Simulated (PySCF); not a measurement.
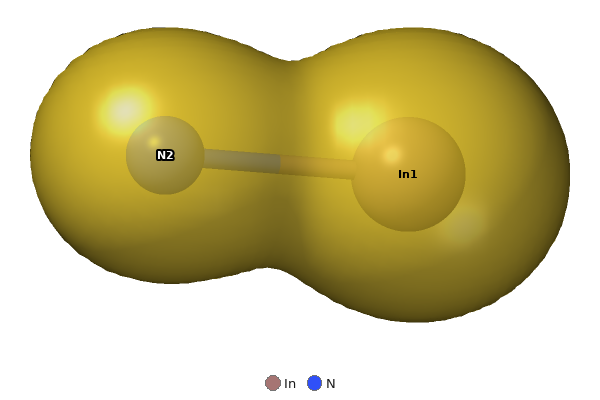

The picture shows: InN (charge −1, doublet). Isosurface of the electron density at 0.2 e/Å³ (yellow), seen from one side.

⟨S²⟩ = 0.90, above the pure value of 0.75; core potentials replace the inner electrons of In.

These are results of PySCF, PBE0/aug-cc-pVDZ(-PP), non-relativistic Hamiltonian with scalar-relativistic core potentials where named, at a bond length of 2.071 Å, not measurements.

```tsv
atom	x (Å)	y (Å)	z (Å)
In	0.0000	0.0000	-0.2250
N	0.0000	0.0000	1.8460
```

Which contacts does the surface bridge?

At this value the surface is in one piece. It bridges the sampled In–N (2.07 Å) contact, where the density stays above the isovalue. On the grid the lowest density along these lines, outside the cores, is 0.68 e/Å³ (In–N, 2.07 Å).
